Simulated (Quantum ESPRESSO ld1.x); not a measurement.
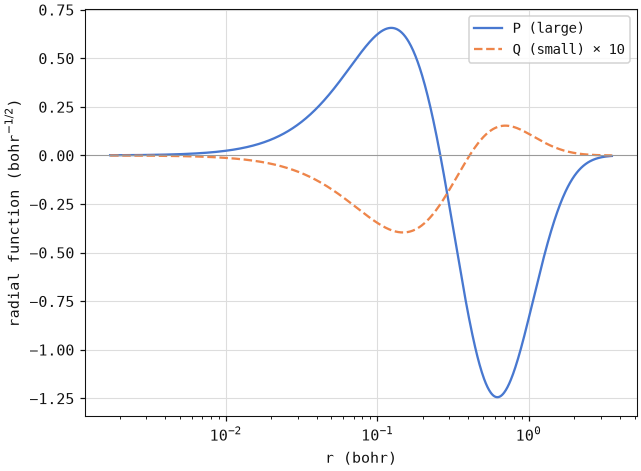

The copper ion Cu²⁺; electrons: [Ar] 3d9 (3d3/2: 4, 3d5/2: 5). The calculation used Quantum ESPRESSO ld1.x 7.5 at this level: Dirac Kohn-Sham, PBEsol, spin-unpolarised, spherical densities, point nucleus.

The plot shows the large and small radial components of one occupied spinor.

**Which spinor (n, l, j) is it?**

It is 3p3/2. The spinor has κ = −2: the large component has l = 1 and 1 radial node (r = 0.261 bohr), the small one has l = 2. The small component carries 0.040 % of the norm; ⟨r⟩ = 0.749 bohr and the eigenvalue is −96.5 eV. The nodes of P give n − l − 1 and its extent picks the shell; Q has as many nodes as P for κ < 0 and one more for κ > 0.
